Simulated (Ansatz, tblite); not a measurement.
# SiHMe2(SiH3) (C₂H₁₀Si₂): a ladder of methods and basis sets, part 1 of 2

Aim: run the singlet of SiHMe2(SiH3) (C₂H₁₀Si₂) at one geometry on many levels, and compare frontier levels, spin and run time.

The runs use Ansatz 0.2.0, Gaussian basis; as each input shows.

Plan: GFN1-xTB, GFN2-xTB, PBE-D4/def2-TZVP, r2SCAN-D4/def2-TZVP, ωB97M-V/def2-TZVP, revPBE-D4/def2-TZVP, B3LYP-D4/def2-TZVP, PBE-QIDH/def2-TZVP, LC-ωPBE/def2-TZVP, ωB97X-V/def2-TZVP, LDA/def2-TZVP, PBE-D4/def2-SVP, PBE0-D4/def2-SVP, PBE0-D4/def2-TZVPD, PBE-D4/def2-TZVPD, r2SCAN-D4/def2-TZVPD, CCSD(T)/def2-TZVP, RPA/def2-TZVP.

## Step 1: The relaxed structure

The singlet was relaxed beforehand with PBE-D4/def2-SVP.

14 atoms, charge 0, spin multiplicity 1.

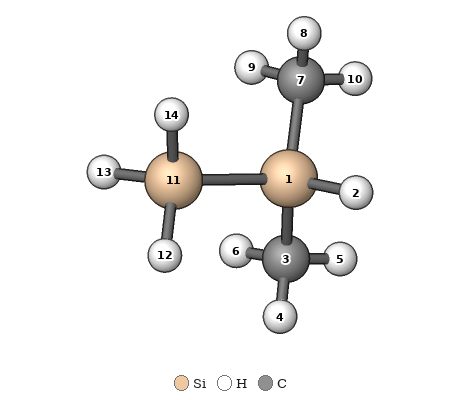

The structure; silicon light orange, hydrogen white, carbon grey; atoms are numbered from 1 in the order of the file.

PBE0-D4/def2-TZVP was run before; its log isn't repeated, and its numbers join the tables.

## Step 2: GFN1-xTB

Tight binding, by tblite at 300 K electronic temperature and without a spin-polarisation term:

```python
tblite.interface.Calculator('GFN1-xTB', numbers, positions, charge=0, uhf=0).singlepoint()
```

Energy -362.2496 eV, HOMO -11.05 eV, LUMO -6.62 eV; 0.026 s.

## Step 3: GFN2-xTB

Tight binding, by tblite at 300 K electronic temperature and without a spin-polarisation term:

```python
tblite.interface.Calculator('GFN2-xTB', numbers, positions, charge=0, uhf=0).singlepoint()
```

Energy -348.4793 eV, HOMO -9.65 eV, LUMO -5.22 eV; 0.016 s.

## Step 4: PBE-D4/def2-TZVP

start.molden holds the orbitals of an earlier run on this state, given as this run's starting guess.

File in.yaml:

```yaml
crystal:
  periodic: [false, false, false]
  atoms:
    - {symbol: Si, position_ang: [0.082956, 0.143510, 0.548718]}
    - {symbol: H, position_ang: [0.077947, 0.135443, 2.059559]}
    - {symbol: C, position_ang: [1.876745, 0.127986, -0.066495]}
    - {symbol: H, position_ang: [2.421463, -0.762717, 0.307106]}
    - {symbol: H, position_ang: [2.417798, 1.031787, 0.282254]}
    - {symbol: H, position_ang: [1.913079, 0.111932, -1.174954]}
    - {symbol: C, position_ang: [-0.830235, 1.688255, -0.064576]}
    - {symbol: H, position_ang: [-1.871107, 1.714708, 0.316930]}
    - {symbol: H, position_ang: [-0.870550, 1.710883, -1.172752]}
    - {symbol: H, position_ang: [-0.315485, 2.609092, 0.279447]}
    - {symbol: Si, position_ang: [-1.033986, -1.794919, -0.192661]}
    - {symbol: H, position_ang: [-0.403930, -3.046486, 0.364452]}
    - {symbol: H, position_ang: [-0.977881, -1.884801, -1.698479]}
    - {symbol: H, position_ang: [-2.486816, -1.784663, 0.211453]}
basis:
  gaussian: {orbitals: def2-TZVP, initial_orbitals: start.molden}
hamiltonian: {xc: pbe, dispersion: d4}
scf: {omitted_lower_state_checks: [starts]}
output: {forces: true, orbitals: {seedname: orbitals}}
```

On the command line:

```console
ansatz run in.yaml --threads 4 --pin off --events-out ev --progress --plain --max-ram 3916MiB
```

Log, cut to the lines that bear on the results:

```text
Functional definition: PBE
  name "PBE"
  cite "Perdew, Burke & Ernzerhof, Phys. Rev. Lett. 77, 3865 (1996) doi:10.1103/PhysRevLett.77.3865"
  parent pbe
[...]
1304 factors; their error is unknown
[...]
mean field -17982.44836015 eV, -660.8427882941 hartree, gradient 1.4e-5 eV, S^2 0.000000; 0 other end points of the search recorded, 0 dependent functions left out
[...]
reference -17982.44841135 eV, -660.8427901757 hartree; 25, 25 occupied and 171, 171 virtual orbitals, 1304 factors
Total energy: -17982.73830886 eV, -660.8534437126 hartree
Atom 0 at     0.082956     0.143510     0.548718 Å, force     0.026146     0.046529     0.005812 eV/Å
Atom 1 at     0.077947     0.135443     2.059559 Å, force     0.003074     0.006475    -0.134647 eV/Å
Atom 2 at     1.876745     0.127986    -0.066495 Å, force     0.159318    -0.000593    -0.039894 eV/Å
Atom 3 at     2.421463    -0.762717     0.307106 Å, force    -0.148748     0.243031    -0.103536 eV/Å
Atom 4 at     2.417798     1.031787     0.282254 Å, force    -0.138387    -0.236882    -0.093423 eV/Å
Atom 5 at     1.913079     0.111932    -1.174954 Å, force    -0.008087     0.004104     0.293411 eV/Å
Atom 6 at    -0.830235     1.688255    -0.064576 Å, force    -0.080297     0.137703    -0.039790 eV/Å
Atom 7 at    -1.871107     1.714708     0.316930 Å, force     0.284222    -0.007058    -0.107581 eV/Å
Atom 8 at    -0.870550     1.710883    -1.172752 Å, force     0.010622    -0.004725     0.292337 eV/Å
Atom 9 at    -0.315485     2.609092     0.279447 Å, force    -0.136352    -0.238275    -0.093004 eV/Å
Atom 10 at    -1.033986    -1.794919    -0.192661 Å, force    -0.039391    -0.068831    -0.030533 eV/Å
Atom 11 at    -0.403930    -3.046486     0.364452 Å, force    -0.062917     0.121692    -0.058497 eV/Å
Atom 12 at    -0.977881    -1.884801    -1.698479 Å, force    -0.012615     0.002533     0.148216 eV/Å
Atom 13 at    -2.486816    -1.784663     0.211453 Å, force     0.143412    -0.005704    -0.038872 eV/Å
Dipole moment:     0.120591     0.209206    -0.055462 e Å
Checks for a lower state left out: starts
```

It took 5.5 s on 4 threads of Intel Xeon at 2.50GHz, shared host.

Report: HOMO -6.64 eV, LUMO -0.46 eV.

## Step 5: r2SCAN-D4/def2-TZVP

Changes to in.yaml since step 4:

```diff
@@ -19,4 +19,4 @@
   gaussian: {orbitals: def2-TZVP, initial_orbitals: start.molden}
-hamiltonian: {xc: pbe, dispersion: d4}
+hamiltonian: {xc: r2scan, dispersion: d4}
 scf: {omitted_lower_state_checks: [starts]}
-output: {forces: true, orbitals: {seedname: orbitals}}
+output: {orbitals: {seedname: orbitals}}
```

Same command.

Log:

```text
Functional definition: r2SCAN
  name "r2SCAN"
  cite "Furness, Kaplan, Ning, Perdew & Sun, J. Phys. Chem. Lett. 11, 8208 (2020) doi:10.1021/acs.jpclett.0c02405"
  cite "Furness, Kaplan, Ning, Perdew & Sun, J. Phys. Chem. Lett. 11, 9248 (2020) doi:10.1021/acs.jpclett.0c03077"
  parent r2scan
  parameter k0 = 0.174
  parameter k1 = 0.065
  parameter a1 = 4.9479
  exchange = r2scan_x(k0 = k0, k1 = k1, a1 = a1)
  correlation = r2scan_c
these checks for a lower state are left out or cut short: starts
1304 factors; their error is unknown
mean field evaluation 1: about -17991.1793 eV, gradient 6.7e0 eV
mean field evaluation 2: about -17991.2152 eV, gradient 4.6e-2 eV
mean field evaluation 4: about -17991.1853 eV, gradient 1.6e-4 eV
mean field -17991.18533321 eV, -661.1638661320 hartree, gradient 2.6e-5 eV, S^2 0.000000; 0 other end points of the search recorded, 0 dependent functions left out
reference -17991.18534851 eV, -661.1638666943 hartree; 25, 25 occupied and 171, 171 virtual orbitals, 1304 factors
Total energy: -17991.26013658 eV, -661.1666151053 hartree
Checks for a lower state left out: starts
```

It took 8 s on 4 threads of Intel Xeon at 2.50GHz, shared host.

From the report: HOMO -6.88 eV, LUMO -0.15 eV.

## Step 6: ωB97M-V/def2-TZVP

Changes to in.yaml since step 5:

```diff
@@ -19,3 +19,3 @@
   gaussian: {orbitals: def2-TZVP, initial_orbitals: start.molden}
-hamiltonian: {xc: r2scan, dispersion: d4}
+hamiltonian: {xc: {name: wB97M-V}}
 scf: {omitted_lower_state_checks: [starts]}
```

Same command.

Log, cut to the lines that bear on the results:

```text
Functional definition: wB97M-V
  name "wB97M-V"
  cite "Mardirossian & Head-Gordon, J. Chem. Phys. 144, 214110 (2016) doi:10.1063/1.4952647"
  cite "Becke, J. Chem. Phys. 107, 8554 (1997) doi:10.1063/1.475007"
  cite "Vydrov & Van Voorhis, J. Chem. Phys. 133, 244103 (2010) doi:10.1063/1.3521275"
  # Of w^i u^j: cxij and so on, Table III.
[...]
  gx(w, u) = 1 - cx + cx01*u + cx10*w
  gss(w, u) = css00 + css04*u^4 + css10*w + css20*w^2 + css43*w^4*u^3
  gos(w, u) = cos00 + cos10*w + (cos20 + cos21*u)*w^2 + (cos60 + cos61*u)*w^6
[...]
      + integral(e_c_pw_mod_opposite_spin*gos(b97_w_opposite, b97_u_opposite)) + vv10(b, c)
[...]
1304 factors; their error is unknown
392 factors; integrals over basis functions are off by at most 1.3e-5 eV
[...]
mean field -17991.00234774 eV, -661.1571415402 hartree, gradient 2.3e-5 eV, S^2 0.000000; 0 other end points of the search recorded, 0 dependent functions left out
reference -17991.00240903 eV, -661.1571437925 hartree; 25, 25 occupied and 171, 171 virtual orbitals, 1304 factors
Total energy: -17991.00240903 eV, -661.1571437925 hartree
Checks for a lower state left out: starts
```

It took 13 s on 4 threads of Intel Xeon at 2.50GHz, shared host; peak memory 0.59 GiB.

From the report: HOMO -9.80 eV, LUMO 1.93 eV.

## Step 7: revPBE-D4/def2-TZVP

Changes to in.yaml since step 6:

```diff
@@ -19,3 +19,3 @@
   gaussian: {orbitals: def2-TZVP, initial_orbitals: start.molden}
-hamiltonian: {xc: {name: wB97M-V}}
+hamiltonian: {xc: {name: revPBE}, dispersion: d4}
 scf: {omitted_lower_state_checks: [starts]}
```

Same command.

Log:

```text
Functional definition: revPBE
  name "revPBE"
  cite "Zhang & Yang, Phys. Rev. Lett. 80, 890 (1998) doi:10.1103/PhysRevLett.80.890"
  cite "Perdew, Burke & Ernzerhof, Phys. Rev. Lett. 77, 3865 (1996) doi:10.1103/PhysRevLett.77.3865"
  parameter kappa = 1.245
  parameter beta = 0.06672455060314922
  exchange = pbe_x(kappa = kappa, mu = beta*pi^2/3)
  correlation = pbe_c(beta = beta)
these checks for a lower state are left out or cut short: starts
1304 factors; their error is unknown
mean field evaluation 1: about -17990.1158 eV, gradient 9.4e0 eV
mean field evaluation 2: about -17990.1882 eV, gradient 8.5e-2 eV
mean field evaluation 4: about -17990.1532 eV, gradient 2.0e-4 eV
mean field -17990.15322567 eV, -661.1259368794 hartree, gradient 2.3e-5 eV, S^2 0.000000; 0 other end points of the search recorded, 0 dependent functions left out
reference -17990.15328987 eV, -661.1259392388 hartree; 25, 25 occupied and 171, 171 virtual orbitals, 1304 factors
Total energy: -17990.97764960 eV, -661.1562339001 hartree
Checks for a lower state left out: starts
```

It took 4.7 s on 4 threads of Intel Xeon at 2.50GHz, shared host.

From the report: HOMO -6.60 eV, LUMO -0.37 eV.

## Step 8: B3LYP-D4/def2-TZVP

Changes to in.yaml since step 7:

```diff
@@ -19,3 +19,3 @@
   gaussian: {orbitals: def2-TZVP, initial_orbitals: start.molden}
-hamiltonian: {xc: {name: revPBE}, dispersion: d4}
+hamiltonian: {xc: {name: B3LYP}, dispersion: d4}
 scf: {omitted_lower_state_checks: [starts]}
```

Same command.

Log, cut to the lines that bear on the results:

```text
Functional definition: B3LYP
  name "B3LYP"
  cite "Stephens, Devlin, Chabalowski & Frisch, J. Phys. Chem. 98, 11623 (1994) doi:10.1021/j100096a001"
  cite "Becke, Phys. Rev. A 38, 3098 (1988) doi:10.1103/PhysRevA.38.3098"
  cite "Lee, Yang & Parr, Phys. Rev. B 37, 785 (1988) doi:10.1103/PhysRevB.37.785"
  cite "Vosko, Wilk & Nusair, Can. J. Phys. 58, 1200 (1980) doi:10.1139/p80-159"
[...]
1322 factors; their error is unknown
[...]
mean field -17995.60411832 eV, -661.3262534897 hartree, gradient 1.3e-5 eV, S^2 0.000000; 0 other end points of the search recorded, 0 dependent functions left out
reference -17995.60444169 eV, -661.3262653734 hartree; 25, 25 occupied and 171, 171 virtual orbitals, 1322 factors
Total energy: -17996.06896923 eV, -661.3433364457 hartree
Checks for a lower state left out: starts
```

Wall time 6 s (4 threads of Intel Xeon at 2.50GHz, shared host).

Report: HOMO -7.57 eV, LUMO 0.14 eV.

## Step 9: PBE-QIDH/def2-TZVP

Changes to in.yaml since step 8:

```diff
@@ -19,4 +19,3 @@
   gaussian: {orbitals: def2-TZVP, initial_orbitals: start.molden}
-hamiltonian: {xc: {name: B3LYP}, dispersion: d4}
+hamiltonian: {xc: {name: PBE-QIDH}}
 scf: {omitted_lower_state_checks: [starts]}
-output: {orbitals: {seedname: orbitals}}
```

The command is unchanged.

Log, cut to the lines that bear on the results:

```text
Functional definition: PBE-QIDH
  name "PBE-QIDH"
  cite "Brémond, Sancho-García, Pérez-Jiménez & Adamo, J. Chem. Phys. 141, 031101 (2014) doi:10.1063/1.4890314"
  cite "Perdew, Burke & Ernzerhof, Phys. Rev. Lett. 77, 3865 (1996) doi:10.1103/PhysRevLett.77.3865"
[...]
1335 factors; integrals over basis functions are off by at most 1.4e-3 eV
[...]
mean field -17973.34800522 eV, -660.5083564189 hartree, gradient 2.1e-6 eV, S^2 0.000000; 0 other end points of the search recorded, 0 dependent functions left out
12 core orbitals not correlated: weight in the atoms' cores, before any rotation towards them, 1.000 or more for the frozen orbitals, at most 0.000 for the correlated occupied ones
reference -17973.34802058 eV, -660.5083569833 hartree; 13, 13 occupied and 171, 171 virtual orbitals, 1335 factors
second order -18.19129053 eV of doubles, -0.00000000 eV of singles
Total energy: -17979.41178409 eV, -660.7311961821 hartree
Checks for a lower state left out: starts
```

It took 11 s on 4 threads of Intel Xeon at 2.50GHz, shared host.

## Step 10: LC-ωPBE/def2-TZVP

Changes to in.yaml since step 9:

```diff
@@ -19,3 +19,4 @@
   gaussian: {orbitals: def2-TZVP, initial_orbitals: start.molden}
-hamiltonian: {xc: {name: PBE-QIDH}}
+hamiltonian: {xc: {name: LC-wPBE}}
 scf: {omitted_lower_state_checks: [starts]}
+output: {orbitals: {seedname: orbitals}}
```

Same command.

Log, cut to the lines that bear on the results:

```text
Functional definition: LC-wPBE
  name "LC-wPBE"
  cite "Vydrov & Scuseria, J. Chem. Phys. 125, 234109 (2006) doi:10.1063/1.2409292"
  cite "Heyd & Scuseria, J. Chem. Phys. 120, 7274 (2004) doi:10.1063/1.1668634"
  cite "Ernzerhof & Perdew, J. Chem. Phys. 109, 3313 (1998) doi:10.1063/1.476928"
  cite "Perdew, Burke & Ernzerhof, Phys. Rev. Lett. 77, 3865 (1996) doi:10.1103/PhysRevLett.77.3865"
  parent pbe
[...]
1304 factors; their error is unknown
514 factors; integrals over basis functions are off by at most 1.9e-5 eV
[...]
mean field -17988.01308889 eV, -661.0472883036 hartree, gradient 1.2e-5 eV, S^2 0.000000; 0 other end points of the search recorded, 0 dependent functions left out
reference -17988.01308890 eV, -661.0472883039 hartree; 25, 25 occupied and 171, 171 virtual orbitals, 1304 factors
Total energy: -17988.01308890 eV, -661.0472883039 hartree
Checks for a lower state left out: starts
```

Wall time 7 s (4 threads of Intel Xeon at 2.50GHz, shared host).

Report: HOMO -10.34 eV, LUMO 2.45 eV.

## Step 11: ωB97X-V/def2-TZVP

Changes to in.yaml since step 10:

```diff
@@ -19,3 +19,3 @@
   gaussian: {orbitals: def2-TZVP, initial_orbitals: start.molden}
-hamiltonian: {xc: {name: LC-wPBE}}
+hamiltonian: {xc: {name: wB97X-V}}
 scf: {omitted_lower_state_checks: [starts]}
```

The command is unchanged.

Log, cut to the lines that bear on the results:

```text
Functional definition: wB97X-V
  name "wB97X-V"
  cite "Mardirossian & Head-Gordon, Phys. Chem. Chem. Phys. 16, 9904 (2014) doi:10.1039/C3CP54374A"
  cite "Becke, J. Chem. Phys. 107, 8554 (1997) doi:10.1063/1.475007"
  cite "Vydrov & Van Voorhis, J. Chem. Phys. 133, 244103 (2010) doi:10.1063/1.3521275"
[...]
      + integral(e_c_pw_opposite_spin*poly(b97_u_opposite, cos0, cos1)) + vv10(b, c)
[...]
1304 factors; their error is unknown
392 factors; integrals over basis functions are off by at most 1.3e-5 eV
[...]
mean field -17991.08888231 eV, -661.1603216270 hartree, gradient 1.4e-5 eV, S^2 0.000000; 0 other end points of the search recorded, 0 dependent functions left out
reference -17991.08887978 eV, -661.1603215337 hartree; 25, 25 occupied and 171, 171 virtual orbitals, 1304 factors
Total energy: -17991.08887978 eV, -661.1603215337 hartree
Checks for a lower state left out: starts
```

Run time: 14 s. Hardware: 4 threads of Intel Xeon at 2.50GHz, shared host; peak memory 0.57 GiB.

Report: HOMO -10.03 eV, LUMO 2.28 eV.

## Step 12: LDA/def2-TZVP

Changes to in.yaml since step 11:

```diff
@@ -19,3 +19,3 @@
   gaussian: {orbitals: def2-TZVP, initial_orbitals: start.molden}
-hamiltonian: {xc: {name: wB97X-V}}
+hamiltonian: {xc: lda}
 scf: {omitted_lower_state_checks: [starts]}
```

The command is unchanged.

Log:

```text
Functional definition: SPW92
  name "SPW92"
  cite "Dirac, Proc. Camb. Phil. Soc. 26, 376 (1930) doi:10.1017/S0305004100016108"
  cite "Slater, Phys. Rev. 81, 385 (1951) doi:10.1103/PhysRev.81.385"
  cite "Perdew & Wang, Phys. Rev. B 45, 13244 (1992) doi:10.1103/PhysRevB.45.13244"
  exchange = slater_x
  correlation = pw_c
these checks for a lower state are left out or cut short: starts
1304 factors; their error is unknown
mean field evaluation 1: about -17908.3309 eV, gradient 3.0e1 eV
mean field evaluation 2: about -17908.7481 eV, gradient 6.1e-1 eV
mean field evaluation 4: about -17908.7173 eV, gradient 3.2e-1 eV
mean field evaluation 8: about -17908.7174 eV, gradient 1.2e-5 eV
mean field -17908.71742144 eV, -658.1332262734 hartree, gradient 1.2e-5 eV, S^2 0.000000; 0 other end points of the search recorded, 0 dependent functions left out
reference -17908.71746887 eV, -658.1332280164 hartree; 25, 25 occupied and 171, 171 virtual orbitals, 1304 factors
Total energy: -17908.71746887 eV, -658.1332280164 hartree
Checks for a lower state left out: starts
```

Wall time 3.2 s (4 threads of Intel Xeon at 2.50GHz, shared host).

From the report: HOMO -6.70 eV, LUMO -0.63 eV.

## Step 13: PBE-D4/def2-SVP

Changes to in.yaml since step 12:

```diff
@@ -18,4 +18,4 @@
 basis:
-  gaussian: {orbitals: def2-TZVP, initial_orbitals: start.molden}
-hamiltonian: {xc: lda}
+  gaussian: {orbitals: def2-SVP, initial_orbitals: start.molden}
+hamiltonian: {xc: pbe, dispersion: d4}
 scf: {omitted_lower_state_checks: [starts]}
```

Launched as before.

Log:

```text
Functional definition: PBE
  name "PBE"
  cite "Perdew, Burke & Ernzerhof, Phys. Rev. Lett. 77, 3865 (1996) doi:10.1103/PhysRevLett.77.3865"
  parent pbe
  parameter kappa = 0.804
  parameter beta = 0.06672455060314922
  exchange = pbe_x(kappa = kappa, mu = beta*pi^2/3)
  correlation = pbe_c(beta = beta)
these checks for a lower state are left out or cut short: starts
1288 factors; their error is unknown
mean field evaluation 1: about -17974.3777 eV, gradient 7.4e0 eV
mean field evaluation 2: about -17974.5341 eV, gradient 1.3e-1 eV
mean field evaluation 4: about -17974.4440 eV, gradient 2.2e-4 eV
mean field -17974.44395650 eV, -660.5486318855 hartree, gradient 1.7e-5 eV, S^2 0.000000; 0 other end points of the search recorded, 0 dependent functions left out
reference -17974.44399707 eV, -660.5486333766 hartree; 25, 25 occupied and 89, 89 virtual orbitals, 1288 factors
Total energy: -17974.73389458 eV, -660.5592869135 hartree
Checks for a lower state left out: starts
```

Run time: 2.9 s. Hardware: 4 threads of Intel Xeon at 2.50GHz, shared host.

Report: HOMO -6.62 eV, LUMO -0.14 eV.

## Step 14: PBE0-D4/def2-SVP

Changes to in.yaml since step 13:

```diff
@@ -19,3 +19,3 @@
   gaussian: {orbitals: def2-SVP, initial_orbitals: start.molden}
-hamiltonian: {xc: pbe, dispersion: d4}
+hamiltonian: {xc: pbe0, dispersion: d4}
 scf: {omitted_lower_state_checks: [starts]}
```

The command is unchanged.

Log:

```text
Functional definition: PBE0
  name "PBE0"
  cite "Adamo & Barone, J. Chem. Phys. 110, 6158 (1999) doi:10.1063/1.478522"
  cite "Perdew, Burke & Ernzerhof, Phys. Rev. Lett. 77, 3865 (1996) doi:10.1103/PhysRevLett.77.3865"
  parent pbe
  parameter a = 0.25
  parameter kappa = 0.804
  parameter beta = 0.06672455060314922
  exchange = (1 - a)*pbe_x(kappa = kappa, mu = beta*pi^2/3) + a*exact_x
  correlation = pbe_c(beta = beta)
these checks for a lower state are left out or cut short: starts
1288 factors; their error is unknown
mean field evaluation 1: about -17976.6142 eV, gradient 4.8e0 eV
mean field evaluation 2: about -17976.6855 eV, gradient 5.3e-2 eV
mean field evaluation 4: about -17976.7708 eV, gradient 9.0e-5 eV
mean field -17976.77079757 eV, -660.6341417180 hartree, gradient 7.2e-6 eV, S^2 0.000000; 0 other end points of the search recorded, 0 dependent functions left out
reference -17976.77082902 eV, -660.6341428736 hartree; 25, 25 occupied and 89, 89 virtual orbitals, 1288 factors
Total energy: -17977.01917027 eV, -660.6432692463 hartree
Checks for a lower state left out: starts
```

It took 2.7 s on 4 threads of Intel Xeon at 2.50GHz, shared host.

From the report: HOMO -7.78 eV, LUMO 0.67 eV.

## Step 15: PBE0-D4/def2-TZVPD

Changes to in.yaml since step 14:

```diff
@@ -18,3 +18,3 @@
 basis:
-  gaussian: {orbitals: def2-SVP, initial_orbitals: start.molden}
+  gaussian: {orbitals: def2-TZVPD, initial_orbitals: start.molden}
 hamiltonian: {xc: pbe0, dispersion: d4}
```

The command is unchanged.

Log:

```text
Functional definition: PBE0
  name "PBE0"
  cite "Adamo & Barone, J. Chem. Phys. 110, 6158 (1999) doi:10.1063/1.478522"
  cite "Perdew, Burke & Ernzerhof, Phys. Rev. Lett. 77, 3865 (1996) doi:10.1103/PhysRevLett.77.3865"
  parent pbe
  parameter a = 0.25
  parameter kappa = 0.804
  parameter beta = 0.06672455060314922
  exchange = (1 - a)*pbe_x(kappa = kappa, mu = beta*pi^2/3) + a*exact_x
  correlation = pbe_c(beta = beta)
these checks for a lower state are left out or cut short: starts
1450 factors; their error is unknown
mean field evaluation 1: about -17984.6404 eV, gradient 4.1e0 eV
mean field evaluation 2: about -17984.6567 eV, gradient 2.2e-2 eV
mean field evaluation 4: about -17984.6438 eV, gradient 1.6e-4 eV
mean field -17984.64383031 eV, -660.9234703344 hartree, gradient 1.1e-5 eV, S^2 0.000000; 0 other end points of the search recorded, 0 dependent functions left out
reference -17984.64387527 eV, -660.9234719867 hartree; 25, 25 occupied and 225, 225 virtual orbitals, 1450 factors
Total energy: -17984.89221652 eV, -660.9325983593 hartree
Checks for a lower state left out: starts
```

Wall time 9 s (4 threads of Intel Xeon at 2.50GHz, shared host); peak memory 0.66 GiB.

From the report: HOMO -7.76 eV, LUMO 0.03 eV.

## Step 16: PBE-D4/def2-TZVPD

Changes to in.yaml since step 15:

```diff
@@ -19,3 +19,3 @@
   gaussian: {orbitals: def2-TZVPD, initial_orbitals: start.molden}
-hamiltonian: {xc: pbe0, dispersion: d4}
+hamiltonian: {xc: pbe, dispersion: d4}
 scf: {omitted_lower_state_checks: [starts]}
```

The command is unchanged.

Log:

```text
Functional definition: PBE
  name "PBE"
  cite "Perdew, Burke & Ernzerhof, Phys. Rev. Lett. 77, 3865 (1996) doi:10.1103/PhysRevLett.77.3865"
  parent pbe
  parameter kappa = 0.804
  parameter beta = 0.06672455060314922
  exchange = pbe_x(kappa = kappa, mu = beta*pi^2/3)
  correlation = pbe_c(beta = beta)
these checks for a lower state are left out or cut short: starts
1408 factors; their error is unknown
mean field evaluation 1: about -17982.3929 eV, gradient 1.1e1 eV
mean field evaluation 2: about -17982.5124 eV, gradient 1.5e-1 eV
mean field evaluation 4: about -17982.4696 eV, gradient 4.2e-4 eV
mean field -17982.46960771 eV, -660.8435691278 hartree, gradient 1.3e-5 eV, S^2 0.000000; 0 other end points of the search recorded, 0 dependent functions left out
reference -17982.46966927 eV, -660.8435713898 hartree; 25, 25 occupied and 225, 225 virtual orbitals, 1408 factors
Total energy: -17982.75956677 eV, -660.8542249267 hartree
Checks for a lower state left out: starts
```

It took 8 s on 4 threads of Intel Xeon at 2.50GHz, shared host.

Report: HOMO -6.65 eV, LUMO -0.68 eV.

(Continued in part 2 of 2.)
